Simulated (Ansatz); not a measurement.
**AlH$_{5}$OSi···H$_{2}$: density, localisation and related maps**

Input file:

```
crystal:
  periodic: [false, false, false]
  atoms:
    - { symbol: Al, position_ang: [0.0, 0.0, 0.0] }
    - { symbol: H, position_ang: [0.0, 0.0, 1.91] }
    - { symbol: H, position_ang: [1.351, 0.0, -0.78] }
    - { symbol: H, position_ang: [-1.351, 0.0, -0.78] }
    - { symbol: O, position_ang: [0.0869, -1.972, 0.6559] }
    - { symbol: Si, position_ang: [-0.6831, -3.2686, -0.0846] }
    - { symbol: H, position_ang: [0.2217, -4.4137, -0.1261] }
    - { symbol: H, position_ang: [-1.8799, -3.6221, 0.6732] }
    - { symbol: H, position_ang: [-1.0612, -2.8984, -1.4453] }
    - { symbol: H, position_ang: [0.0439, -0.9965, 1.8084] }
basis:
  gaussian: { orbitals: "6-31G*" }
hamiltonian:
  xc: b3lyp
  dispersion: d4
relax:
  f_tol: 0.15
  max_steps: 25
  restrain:
    - { distance: [0, 4], at: 1.78, k: 30.0 }
    - { distance: [9, 1], at: 0.66, k: 30.0 }
    - { distance: [0, 1], at: 2.76, k: 30.0 }
    - { distance: [9, 4], at: 2.21, k: 30.0 }
output:
  orbitals: {}
```

Command:

```sh
ansatz run input.yaml --threads 1 --pin off --max-ram 2048MiB --backend cpu --events-out ev --progress --plain --runs-dir out
```

The fields are those of the run's last geometry, not of the input's.

Not at a stationary point (largest force 1.5 eV/Å).

These are results of Ansatz 0.2.0, RKS B3LYP-D4/6-31G*, not measurements.

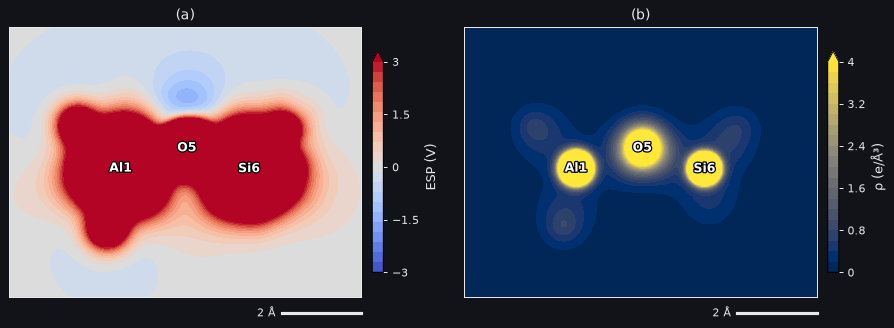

Figure 1. (a) electrostatic potential; (b) total electron density on the plane of atoms Al1, O5 and Si6.

Read the bonding off the picture.

Answer. The section cuts through Al, O and Si sites.
Si–O (1.65 Å): ρ is about 1.1 e/Å³ halfway.
Al–O (1.75 Å): the density is about 0.73 e/Å³ at the midpoint.
Outside the dense part of the complex the potential is most negative (−1.5 V) near O5.

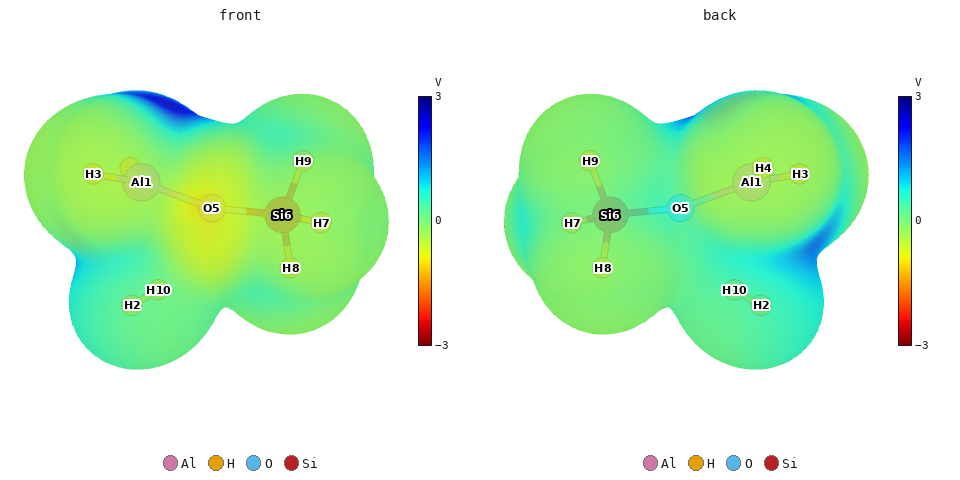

Figure 2. The molecular electrostatic potential painted on the density surface at 0.001 e/bohr³, seen from the front and from behind; the colour scale runs from red (negative) to blue (positive).

Describe the electrostatic potential map.

Answer. The most negative region (about −0.9 V, or −21 kcal/mol for a unit charge) lies over O5, the most positive (about +2.4 V, or +55 kcal/mol for a unit charge) over Al1.

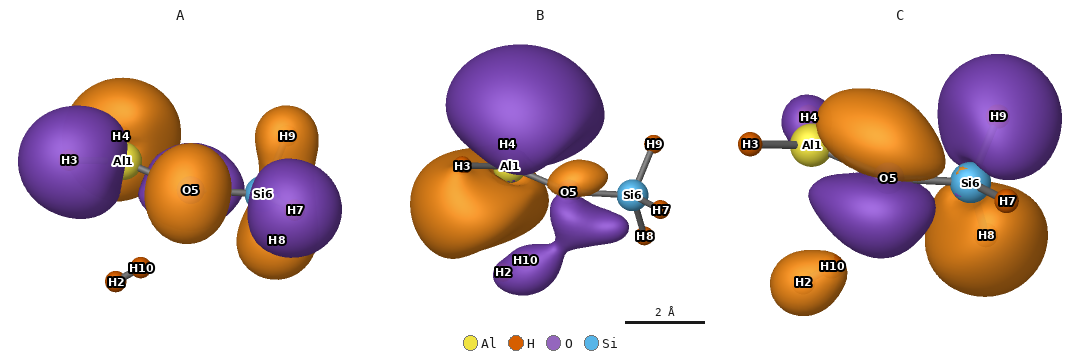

Figure 3. Three frontier orbitals at ±0.06 Å⁻³ᐟ² (orange and purple are the two phases), in no order.

Which picture is the HOMO−1, the HOMO and the LUMO?

Answer. C is the HOMO−1 (−8.30 eV). It lies mainly on O5 (about 40 %), Si6 (about 20 %), H9 (about 15 %) and H8 (about 15 %). A is the HOMO (−7.99 eV). By Hirshfeld shares it lies mainly on O5 (about 30 %), H4 (about 15 %), Al1 (about 15 %), H3 (about 10 %), Si6 (about 10 %) and H7 (about 10 %). B is the LUMO (−1.21 eV). It lies mainly on Al1 (about 75 %).

What is the HOMO–LUMO gap?

Answer. 6.78 eV between the orbital energies.
